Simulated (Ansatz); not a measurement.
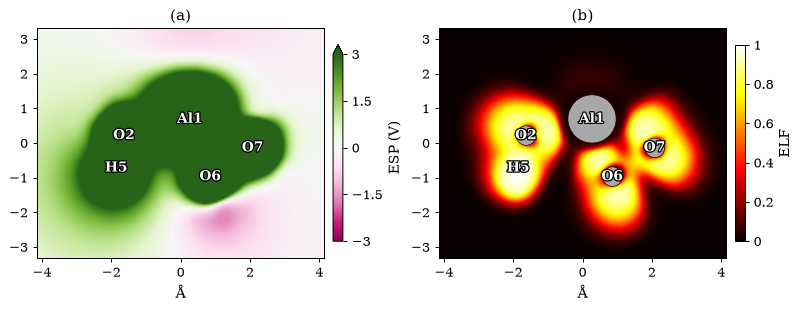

*AlF2H3O3. (a) molecular electrostatic potential; (b) ELF on the plane of atoms O6, Al1 and O7. Grey discs cover the atomic cores in the ELF map.*

The product side of a reaction path; geometry: PBE0-D4/def2-TZVP; a saddle point, not a minimum.

Method: Ansatz 0.2.0, RKS PBE0-D4/def2-TZVPP.

```tsv
atom	x (Å)	y (Å)	z (Å)
Al	-0.4200	-0.1117	-0.1780
O	0.5918	-0.9875	1.2674
F	-0.4168	-1.5177	-1.0645
F	-1.8061	0.3171	0.6190
H	1.3700	-0.5247	1.5958
O	0.7640	1.1675	-0.4511
O	-0.2477	1.3548	-1.5140
H	0.8623	-1.8615	0.9592
H	-0.6974	2.1638	-1.2337
```

**What do the fields say about this system?**

- The plane passes through Al, O and H nuclei.
- O–O (1.48 Å): the ELF peaks at about 0.75 between the atoms.
- Al–O (1.76 Å): the ELF peaks at about 0.90 in the valence shell of O, 0.6 Å from its nucleus, and is about 0.50 at the midpoint.
- O–H (0.96 Å): the ELF climbs to about 1 towards the hydrogen, as it does in any bond to H; a covalent bond by its length.
- Al–O (1.97 Å): the ELF peaks at about 0.90 in the valence shell of O, 0.6 Å from its nucleus, and is about 0.55 at the midpoint.
- The ELF also peaks beside O6, O7 and O2, away from the bonds: lone-pair regions.
- Outside the dense part of the molecule the potential is most negative (−1.6 V) near O6.
